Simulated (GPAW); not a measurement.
Run report: InF$_{4}$ (charge −1), property calculation

The run: property calculation of InF$_{4}$, charge −1. Method and program: PBE/real-space grid, scalar-relativistic datasets (GPAW 26.7.0).

The geometry comes from this level: GFN2-xTB.

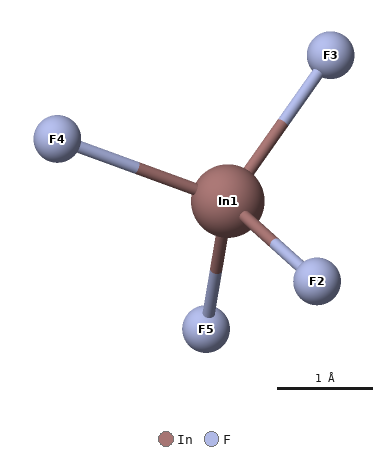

The structure as given in the input (ball-and-stick view, seen at a tilt; atoms are numbered from 1 in the order of the input). Sticks mark near contacts.

### Input (f4in_sp.py)
```python
from ase.io.zmatrix import parse_zmatrix
from gpaw import GPAW

# Set up the molecule
mol = parse_zmatrix("""
In
F 1 1.99793
F 1 1.996993 2 109.41429
F 1 1.997626 3 109.50941 2 120.03676
F 1 1.996885 3 109.50565 2 -119.99328
""")
mol.center(vacuum=5.5)

# Calculator
calc = GPAW(mode='fd', h=0.18, xc='PBE', charge=-1, maxiter=100, symmetry='off', txt='-')
mol.calc = calc

energy = mol.get_potential_energy()
print(f'Energy                  {energy:.5f} eV')
forces = mol.get_forces()
print('Forces (eV/Ang)')
for symbol, f in zip(mol.symbols, forces):
    print(f'{symbol:2} {f[0]:9.4f} {f[1]:9.4f} {f[2]:9.4f}')
homo, lumo = calc.get_homo_lumo()
print(f'HOMO = {homo:.3f} eV')
print(f'LUMO = {lumo:.3f} eV')
print(f'Gap                     {lumo - homo:.3f} eV')
```

Run on 1 thread of Arm Neoverse V2, 24 GiB of memory available, shared host.

Run as:
```bash
python3 -u f4in_sp.py | tee f4in_sp.out
```

### What the program printed
```
__  _  _
 | _ |_)|_||  |
 |__||  | ||/\| - 26.7.0

units:  Angstrom and eV
cores:  1
OpenMP: False

Versions:
  Python: 3.12.14
  ASE:    3.29.0
  Numpy:  2.5.5
  Scipy:  1.18.1
  Libxc:  7.0.0

        _gpaw.cpython-312-aarch64-linux-gnu.so

Input parameters:
  mode=FD(),
  charge=-1,
  h=0.18,
  maxiter=100,
  symmetry=Symmetry(point_group=False, time_reversal=False),
  xc=XC(name='PBE')

Diagonalizing LCAO Hamiltonian
Converting LCAO to fd mode
         .---------------------------------.
        /|                                 |
       / |                                 |
      /  |                                 |
     /   |                                 |
    /    |                                 |
   /     |                                 |
  /      |                                 |
 *       |                                 |
 |       |                                 |
 |       |                                 |
 |       |                                 |
 |       |        F F                      |
 |       |          In   F                 |
 |       |                                 |
 |       |                                 |
 |       |        F                        |
 |       |                                 |
 |       .---------------------------------.
 |      /                                 /
 |     /                                 /
 |    /                                 /
 |   /                                 /
 |  /                                 /
 | /                                 /
 |/                                 /
 *---------------------------------*

Atoms  # Å, Bohr magnetons
|   | symbol |        x |        y |        z |    initial magnetic moments |
|---|--------|----------|----------|----------|-----------------------------|
| 0 |     In | 6.167171 | 6.442486 | 7.130213 | ( 0.0000,  0.0000,  0.0000) |
| 1 |      F | 8.165101 | 6.442486 | 7.130213 | ( 0.0000,  0.0000,  0.0000) |
| 2 |      F | 5.503377 | 8.325929 | 7.130213 | ( 0.0000,  0.0000,  0.0000) |
| 3 |      F | 5.500000 | 5.500000 | 8.760279 | ( 0.0000,  0.0000,  0.0000) |
| 4 |      F | 5.501352 | 5.500870 | 5.500000 | ( 0.0000,  0.0000,  0.0000) |

Unit cell  # Å
| periodic |         x |         y |         z |   lengths |    angles |
|----------|-----------|-----------|-----------|-----------|-----------|
|       no | 13.665101 |  0.000000 |  0.000000 | 13.665101 | 90.000000 |
|       no |  0.000000 | 13.825929 |  0.000000 | 13.825929 | 90.000000 |
|       no |  0.000000 |  0.000000 | 14.260279 | 14.260279 | 90.000000 |

Number of symmetries: 1
Symmetry operations  # r_c * U_cc + t_c -> r_c
|   | kind |            matrix            |
|---|------|------------------------------|
| 0 |  E   |  1, 0, 0,  0, 1, 0,  0, 0, 1 |

BZ-sampling:
  Number of BZ points: 1
  Number of IBZ points: 1

  Monkhorst-Pack size: [1, 1, 1]
  Monkhorst-Pack shift: [0, 0, 0]

K-points  # in reciprocal-cell coordinates
|   |                                coordinates |     weight |
|---|--------------------------------------------|------------|
| 0 | (  0.00000000,   0.00000000,   0.00000000) | 1.00000000 |

Uniform wave function grid shape: (np.int64(75), np.int64(75), np.int64(79))
Spin-components: 1 (collinear spins)
Bands:           25
Projectors:      26
Spin-degeneracy: 2
Datatype:        float64

  Storage: CPU
  Wave functions: 88_875_000 bytes (88_875_000 per core)

Parallelization:
  kpt:    1
  domain: 1
  band:   1

Density:
  Valence electrons: 41.0
  Components: 1
  Grid points: [76 76 80]
  Charge: -1.0  # |e|

Potential:
  Grid points: [76 76 80]

species:
  In:
    name:    Indium
    Z:       49.0
    valence: 13
    core:    36
    charge:  0.0  # [|e|]
    file:    In.PBE.gz
    compensation charges:
      type: gauss
      rc: 0.36  # [Å]
      lmax: 2
    cutoffs:
      filter: 2.09  # [Å]
      core: 2.48  # [Å]
    projectors
    | kind |    occ | energy [eV] | rcut [Å] |
    |------|--------|-------------|----------|
    |   5s |  2.000 |      -8.203 |    1.185 |
    |   5p |  1.000 |      -2.521 |    1.244 |
    |   4d | 10.000 |     -18.629 |    1.148 |
    |    s |        |      19.008 |    1.185 |
    |    p |        |      24.691 |    1.244 |
    |    d |        |       8.583 |    1.148 |

    Using partial waves for In as LCAO basis

  F:
    name:    Fluorine
    Z:       9.0
    valence: 7
    core:    2
    charge:  0.0  # [|e|]
    file:    F.PBE.gz
    compensation charges:
      type: gauss
      rc: 0.20  # [Å]
      lmax: 2
    cutoffs:
      filter: 1.14  # [Å]
      core: 0.74  # [Å]
    projectors
    | kind |    occ | energy [eV] | rcut [Å] |
    |------|--------|-------------|----------|
    |   2s |  2.000 |     -29.898 |    0.635 |
    |   2p |  5.000 |     -11.110 |    0.635 |
    |    s |        |      -2.687 |    0.635 |
    |    p |        |      16.102 |    0.635 |
    |    d |        |       0.000 |    0.635 |

    Using partial waves for F as LCAO basis

Reference energy: -170831.742801  # eV

eigensolver:
  PPCG
  Converge bands: occupied
  niter=2

density mixing:
  MSR1-Mixer
  Pratt-step length: 0.05
  Maximum mixing coefficient: 0.75
  Old densities: 10
  SVD Regularization: 0.005
  Good broyden scale: 1.0
  Trust region scale: 1.0
  Backstep threshold: 4.0
  History deletion threshold: 6.0
  Fourier metric: weight=20.0, sigma=0.015

occupation numbers:
  # Zero width

FastPoissonSolver using
    Stencil: 6*3+1=19 point O(h^6) finite-difference Laplacian
    FFT axes: []
    FST axes: [np.int64(0), np.int64(1), np.int64(2)]

xc functional:
  name: PBE with 2 nearest neighbor stencil
interpolation: tri-quintic # 5. degree polynomial

Initialization done in: 3.060 s

convergence criteria:
- Maximum [total energy] change in last 3 cyles: 0.0005 eV / valence electron
- Maximum integral of absolute [dens]ity change: 0.0001 electrons / valence electron
- Maximum integral of absolute [eigenst]ate change: 4e-08 eV^2 / valence electron
maximum number of iterations: 100

SCF iterations
|iter     |     time |      energy | eigst |  dens |
|---------|----------|-------------|-------|-------|
|iter:   1| 00:00:05 |  -26.038848 | +0.72 |       |
|iter:   2| 00:00:07 |  -25.878023 | -0.66 | -1.15 |
|iter:   3| 00:00:10 |  -24.925779 | -0.35 | -1.18 |
|iter:   4| 00:00:13 |  -24.929695 | -0.57 | -1.73 |
|iter:   5| 00:00:16 |  -24.919545c| -1.58 | -1.98 |
|iter:   6| 00:00:19 |  -24.922720c| -2.09 | -2.26 |
|iter:   7| 00:00:22 |  -24.922214c| -3.19 | -2.86 |
|iter:   8| 00:00:24 |  -24.922163c| -3.48 | -3.23 |
|iter:   9| 00:00:27 |  -24.922165c| -4.66 | -3.59 |
|iter:  10| 00:00:30 |  -24.922163c| -5.14 | -3.98 |
|iter:  11| 00:00:33 |  -24.922164c| -5.89 | -4.60c|
|iter:  12| 00:00:36 |  -24.922164c| -6.64 | -5.01c|
|iter:  13| 00:00:39 |  -24.922164c| -7.20 | -5.41c|
|iter:  14| 00:00:41 |  -24.922164c| -7.55c| -6.05c|

Converged in 14 steps
SCF loop duration: 37.933 s (2.709 s/step)
Energy contributions relative to reference atoms: (reference = -170831.742801)

Energy contributions:
  Kinetic:          52.967593
  Coulomb:         -48.090354
  Zero:              0.782872
  External:          0.000000
  Xc:              -30.582274
  Entropy:           0.000000
  Spinorbit:         0.000000
  ----------------------------
  Free energy:     -24.922164
  Extrapolated:    -24.922164

dipole moment: (-6.159440, -6.435953, -7.130437)  # |e|*Ang

Fermi level: -0.989
Eigenvalues  # (at kpt = [0.000, 0.000, 0.000])
| band index |      eig [eV] | occ [0-2] |
|------------|---------------|-----------|
|          0 |       -22.842 |     2.000 |
|        ... |               |           |
|         13 |        -3.791 |     2.000 |
|         14 |        -3.790 |     2.000 |
|         15 |        -3.713 |     2.000 |
|         16 |        -3.707 |     2.000 |
|         17 |        -3.701 |     2.000 |
|         18 |        -3.695 |     2.000 |
|         19 |        -3.683 |     2.000 |
|         20 |        -3.682 |     2.000 |
|         21 |         1.704 |     0.000 |
|         22 |         3.366 |     0.000 |
|         23 |         3.386 |     0.000 |
|         24 |         3.409 |     0.000 |

Gap: 5.386 eV
Transition (v -> c):
  (s=0, k=0, n=20, [0.00, 0.00, 0.00]) -> (s=0, k=0, n=21, [0.00, 0.00, 0.00])
No difference between direct/indirect transitions
vacuum-level: 0.000  # V
Energy                  -24.92216 eV

Forces  # eV/Ang
|        x |        y |        z |
|----------|----------|----------|
|  0.04552 | -0.00197 |  0.00840 |  # In   0
|  0.17997 |  0.01775 |  0.00094 |  # F    1
| -0.02853 | -0.01261 |  0.00063 |  # F    2
| -0.15907 |  0.01366 |  0.25903 |  # F    3
| -0.16341 |  0.01799 | -0.26091 |  # F    4

Force computation time: 0.123  # s
Forces (eV/Ang)
In    0.0455   -0.0020    0.0084
F     0.1800    0.0177    0.0009
F    -0.0285   -0.0126    0.0006
F    -0.1591    0.0137    0.2590
F    -0.1634    0.0180   -0.2609
HOMO = -3.682 eV
LUMO = 1.704 eV
Gap                     5.386 eV
```

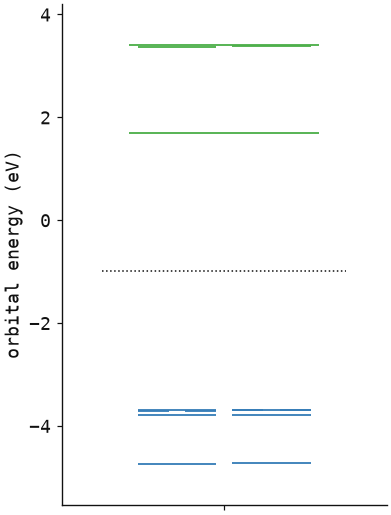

Orbital energies near the frontier; the dotted line parts filled from empty levels, and levels within 0.02 eV of each other stand side by side. Highest filled −3.68 eV, lowest empty 1.70 eV, 5.38 eV apart.

### Key numbers

| quantity | value |
| --- | --- |
| outcome | converged |
| energy relative to the program's reference atoms | −24.9222 eV |
| largest force | 0.308 eV/Å |
| HOMO | −3.68 eV |
| LUMO | 1.70 eV |
| wall time | 42 s |
| peak memory | 1.5 GiB |
